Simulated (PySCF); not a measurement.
## Electronic structure of C4H15NOSi3 (SMILES O=CCCC([SiH3])([SiH3])N[SiH3]) in real space

```xyz
24

O     1.6636    3.0981   -0.6689
C     2.1939    2.2180   -0.0519
C     1.6914    0.8144    0.0981
C     0.4547    0.5239   -0.7483
C    -0.3459   -0.6879   -0.2758
Si    0.7556   -2.2551   -0.1456
Si   -1.8010   -0.9747   -1.5039
N    -0.8658   -0.4423    1.0765
Si   -1.5512    1.0064    1.7071
H     3.1463    2.3990    0.4899
H     1.4533    0.6717    1.1562
H     2.5094    0.1294   -0.1385
H    -0.1851    1.4106   -0.7277
H     0.7599    0.3691   -1.7858
H     1.5188   -2.4312   -1.3817
H    -0.1183   -3.4117    0.0745
H     1.6625   -2.1571    1.0004
H    -2.5948    0.2470   -1.6187
H    -1.2594   -1.3498   -2.8103
H    -2.6368   -2.0546   -0.9738
H    -1.2761   -1.2871    1.4473
H    -0.5271    2.0523    1.7382
H    -1.9337    0.6102    3.0632
H    -2.7261    1.5212    0.9872
```

Geometry: GFN2-xTB.

The calculation used PySCF, PBE0/pcSseg-1, SCF density, gas phase, non-relativistic.

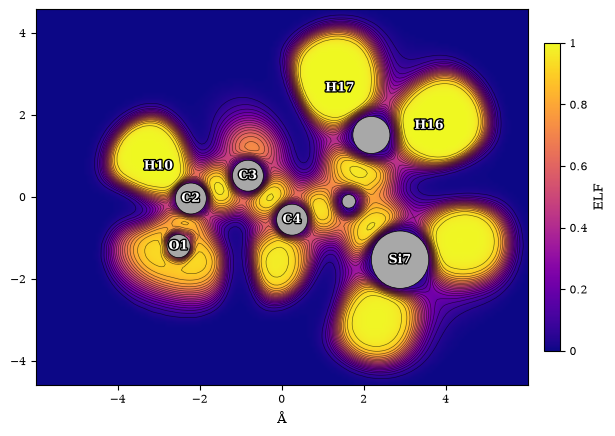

Figure 1. ELF on the plane of atoms O1, C2 and C3. Grey discs cover the atomic cores.

**Interpret the plot.**

- Atoms in the plane: O, C, Si and H.
- C–O (1.20 Å): the ELF peaks at about 0.85 between the atoms (a multiple bond).
- C–C (1.50 Å): the ELF peaks at about 0.95 between the atoms (localised, covalent bonding).
- C–H (1.11 Å): the ELF climbs to about 1 towards the hydrogen, as it does in any bond to H: an ordinary covalent bond to hydrogen.
- The ELF also peaks beside O1, away from the bonds: lone-pair regions.

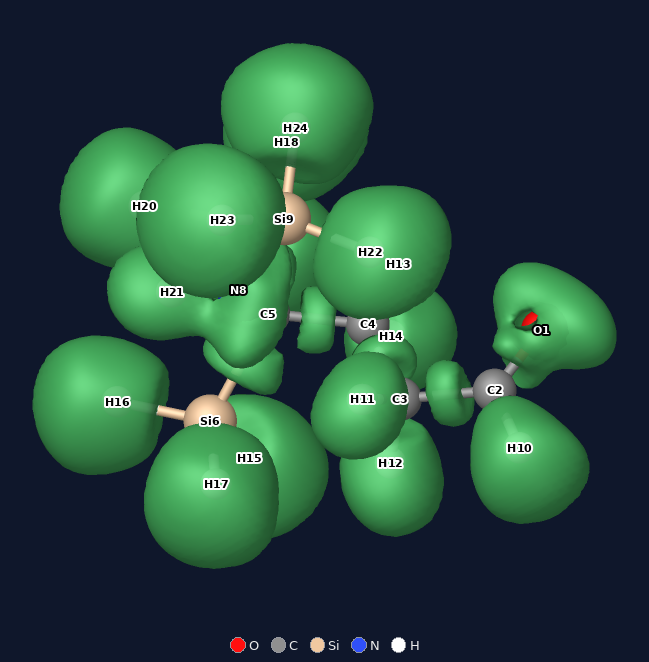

Figure 2. Isosurface of the ELF at 0.75 (green), seen at an oblique angle. Core shells and regions of very low density are left out.

**Identify the bonds, lone pairs and shells in this picture.**

At this value the surface marks out three regions between bonded C–C atoms (shared pairs), 14 regions around hydrogen nuclei, one region on C in which the atom's valence shell and bonds are merged, one region on O in which the atom's valence shell and bonds are merged and one joined region spread over several atoms (H, N), in which their bonds and any lone pairs are merged.


 C–N (1.47 Å): the ELF peaks at about 0.90 between the atoms: a shared electron pair.

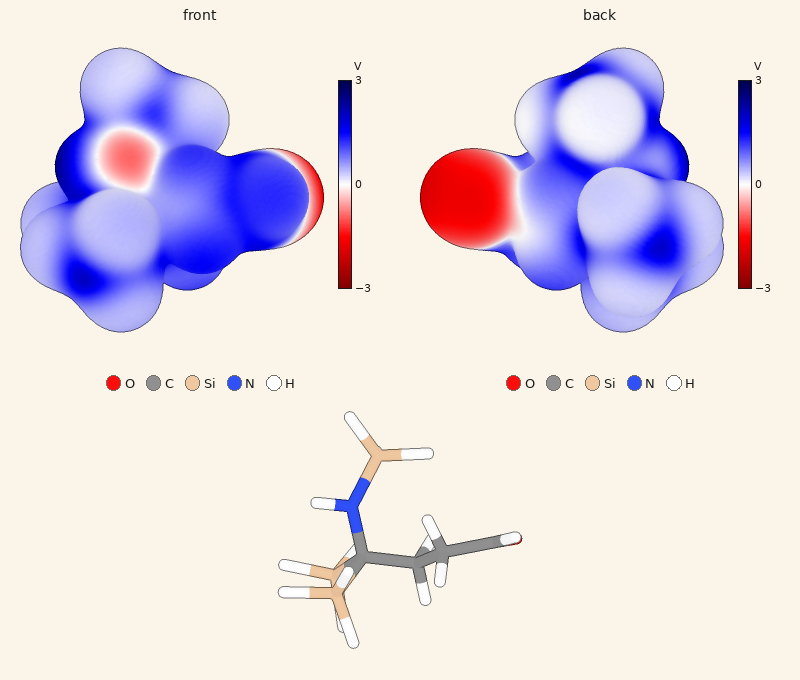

Figure 3. The molecular electrostatic potential painted on the density surface at 0.004 e/bohr³, seen from the front and from behind; the colour scale runs from red (negative) to blue (positive). The bare structure is drawn below in the same view.

**Describe the electrostatic potential map.**

The most negative region (about −1.8 V) lies over O1, the most positive (about +2.2 V) over H21. O1 is the likeliest acceptor of a hydrogen bond.

**How polar is the molecule by this calculation?**

Its dipole moment is 2.53 D.
